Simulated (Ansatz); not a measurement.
# C2H6Cl2Si (dichlorodimethylsilane): wB97M-V/def2-SVP

Aim: the vertical ionisation energy of C2H6Cl2Si (dichlorodimethylsilane) at wB97M-V/def2-SVP, from 2 runs. 

The calculation is run with Ansatz 0.2.0.

81 further runs of the same task are left out: 81 set aside as unsound or not needed.

## Step 1: Starting point

C2H6Cl2Si has 11 atoms, charge 0, and is taken as a singlet. SMILES: `C[Si](C)(Cl)Cl`. The coordinates come from a PBE0-D4/def2-TZVP relaxation.

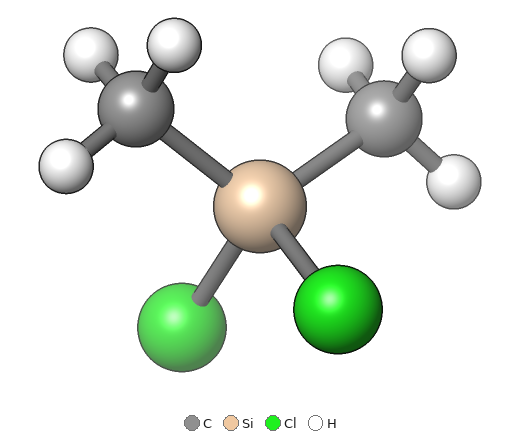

Viewed from a chosen angle; carbon grey, silicon light orange, chlorine green, hydrogen white.

## Step 2: A single-point energy at wB97M-V/def2-SVP

Contents of run.yaml:

```yaml
basis:
  gaussian:
    orbitals: def2-SVP
crystal:
  periodic: [false, false, false]
  atoms:
    - symbol: C
      position_ang: [-1.474780, 0.260330, 0.569630]
    - symbol: Si
      position_ang: [0.049440, 0.400780, -0.470390]
    - symbol: C
      position_ang: [1.413930, -0.753620, 0.009340]
    - symbol: Cl
      position_ang: [-0.457830, 0.039560, -2.432040]
    - symbol: Cl
      position_ang: [0.750400, 2.332220, -0.351670]
    - symbol: H
      position_ang: [-1.240880, 0.476080, 1.614990]
    - symbol: H
      position_ang: [-2.234960, 0.966850, 0.231850]
    - symbol: H
      position_ang: [-1.886320, -0.749770, 0.503510]
    - symbol: H
      position_ang: [1.724400, -0.565080, 1.039920]
    - symbol: H
      position_ang: [2.278000, -0.616910, -0.643230]
    - symbol: H
      position_ang: [1.078600, -1.790430, -0.071900]
accuracy: high
hamiltonian:
  xc: {name: wB97M-V}
output:
  orbitals: {seedname: orbitals}
```

Launch:

```sh
ansatz run run.yaml --threads 1 --pin off --max-ram 3480MiB --events-out events.jsonl --progress --plain --runs-dir runs
```

The log of the run:

```text
Warning: RAYON_NUM_THREADS=1 ignored (pool sized by the plan → 1); use --threads N
Functional definition: wB97M-V
  name "wB97M-V"
  parameter omega = 0.3/bohr
  parameter cx = 0.15
  parameter cx01 = 1.007
  parameter cx10 = 0.259
  parameter css00 = 0.443
  parameter css04 = -1.437
  parameter css10 = -4.535
  parameter css20 = -3.390
  parameter css43 = 4.278
  parameter cos00 = 1.000
  parameter cos10 = 1.358
  parameter cos20 = 2.924
  parameter cos21 = -8.812
  parameter cos60 = -1.390
  parameter cos61 = 9.142
  parameter b = 6.0
  parameter c = 0.01
  gx(w, u) = 1 - cx + cx01*u + cx10*w
  gss(w, u) = css00 + css04*u^4 + css10*w + css20*w^2 + css43*w^4*u^3
  gos(w, u) = cos00 + cos10*w + (cos20 + cos21*u)*w^2 + (cos60 + cos61*u)*w^6
  exchange = spin_sum(e_x_unif_sr(omega)*gx(b97_w, b97_u_x)) + cx*exact_x_sr(omega) + exact_x_lr(omega)
  correlation = spin_sum(e_c_pw_mod_same_spin*gss(b97_w, b97_u_same))
      + integral(e_c_pw_mod_opposite_spin*gos(b97_w_opposite, b97_u_opposite)) + vv10(b, c)
2521 factors; integrals over basis functions are off by at most 7.6e-9 eV
440 factors; integrals over basis functions are off by at most 2.5e-9 eV
mean field evaluation 1: about -35079.4625 eV, gradient 4.1e1 eV
mean field evaluation 2: about -35081.6005 eV, gradient 2.8e1 eV
mean field evaluation 4: about -35083.5168 eV, gradient 6.5e-1 eV
mean field evaluation 8: about -35083.6679 eV, gradient 6.9e-3 eV
mean field evaluation 16: about -35083.6679 eV, gradient 3.1e-6 eV
mean field -35083.66790133 eV, -1289.3010148096 hartree, gradient 8.2e-8 eV, S^2 0.000000; 0 other end points of the search recorded, 0 dependent functions left out
reference -35083.66790556 eV, -1289.3010149652 hartree; 33, 33 occupied and 79, 79 virtual orbitals, 2521 factors
Total energy: -35083.66790556 eV, -1289.3010149652 hartree
```

It took 2.2 min on 1 thread of Arm Neoverse V1, shared host; peak memory 0.84 GiB.

## Step 3: The doublet cation, same level

Contents of input.yaml:

```yaml
crystal:
  periodic: [false, false, false]
  atoms:
    - {symbol: C, position_ang: [-1.474780, 0.260330, 0.569630]}
    - {symbol: Si, position_ang: [0.049440, 0.400780, -0.470390]}
    - {symbol: C, position_ang: [1.413930, -0.753620, 0.009340]}
    - {symbol: Cl, position_ang: [-0.457830, 0.039560, -2.432040]}
    - {symbol: Cl, position_ang: [0.750400, 2.332220, -0.351670]}
    - {symbol: H, position_ang: [-1.240880, 0.476080, 1.614990]}
    - {symbol: H, position_ang: [-2.234960, 0.966850, 0.231850]}
    - {symbol: H, position_ang: [-1.886320, -0.749770, 0.503510]}
    - {symbol: H, position_ang: [1.724400, -0.565080, 1.039920]}
    - {symbol: H, position_ang: [2.278000, -0.616910, -0.643230]}
    - {symbol: H, position_ang: [1.078600, -1.790430, -0.071900]}
basis:
  gaussian:
    orbitals: def2-SVP
total_charge: 1
magnetization:
  spin_polarized: true
  initial_magnetization: 1
hamiltonian:
  xc: {name: wB97M-V}
accuracy: high
output:
  orbitals: {seedname: orbitals}
```

Launch:

```sh
ansatz run input.yaml --threads 1 --pin off --max-ram 3480MiB --events-out events.jsonl --progress --plain --runs-dir runs
```

The log of the run:

```text
Warning: RAYON_NUM_THREADS=1 ignored (pool sized by the plan → 1); use --threads N
[... 19 set-up lines as earlier in the session ...]
  gx(w, u) = 1 - cx + cx01*u + cx10*w
  gss(w, u) = css00 + css04*u^4 + css10*w + css20*w^2 + css43*w^4*u^3
  gos(w, u) = cos00 + cos10*w + (cos20 + cos21*u)*w^2 + (cos60 + cos61*u)*w^6
[... 2 set-up lines as earlier in the session ...]
      + integral(e_c_pw_mod_opposite_spin*gos(b97_w_opposite, b97_u_opposite)) + vv10(b, c)
2520 factors; integrals over basis functions are off by at most 7.6e-9 eV
440 factors; integrals over basis functions are off by at most 2.5e-9 eV
mean field evaluation 1: about -35065.5569 eV, gradient 3.7e1 eV
mean field evaluation 2: about -35068.4676 eV, gradient 2.7e1 eV
mean field evaluation 4: about -35072.1599 eV, gradient 5.5e-1 eV
mean field evaluation 8: about -35072.3155 eV, gradient 7.6e-2 eV
mean field evaluation 16: about -35072.7347 eV, gradient 8.1e-1 eV
mean field evaluation 32: about -35072.4342 eV, gradient 5.3e0 eV
mean field -35072.85401353 eV, -1288.9036117628 hartree, gradient 1.8e-8 eV, S^2 0.755656; 6 other end points of the search recorded, 0 dependent functions left out
reference -35072.85401764 eV, -1288.9036119140 hartree; 33, 32 occupied and 79, 80 virtual orbitals, 2520 factors
Total energy: -35072.85401764 eV, -1288.9036119140 hartree
```

Run time: 5.7 min. Hardware: 1 thread of Arm Neoverse V1, shared host; peak memory 1.5 GiB.

## Step 4: What came out

At wB97M-V/def2-SVP:

| quantity | value |
| --- | --- |
| singlet C2H6Cl2Si: total energy | -1289.30101 Eh |
| singlet C2H6Cl2Si: HOMO energy | -10.70 eV |
| singlet C2H6Cl2Si: LUMO energy | 3.11 eV |
| singlet C2H6Cl2Si: HOMO–LUMO gap | 13.82 eV |
| doublet cation: total energy | -1288.90361 Eh |
| doublet cation: HOMO energy (highest over α and β) | -16.23 eV |
| doublet cation: LUMO energy (lowest over α and β) | -10.92 eV |
| doublet cation: ⟨S²⟩ | 0.756 |
| vertical ionisation energy (to the doublet cation) | 10.814 eV |

What this shows: Removing an electron at fixed nuclei costs 10.81 eV (1043 kJ/mol). −ε(HOMO) before ionisation, 10.70 eV, is 0.11 eV below this ionisation energy.
